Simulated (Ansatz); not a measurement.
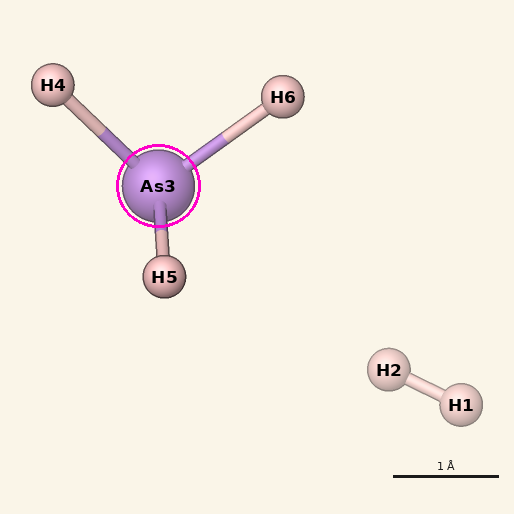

Orthographic view. Depth is shown by fading: the farther an atom, the more it takes the colour of the background. Computed geometry: PBE-D4/def2-SVP optimisation. No frequency run is at hand to confirm it as a minimum.

> Name the neighbours of the circled atom.

The circled atom is As3; it is bonded to H4, H5, H6.

> Which atom is nearest the viewer?

H5, 1.3 Å in front of the mean position.

> Which two atoms are farthest apart in space?

H1 and H4, 5.31 Å.
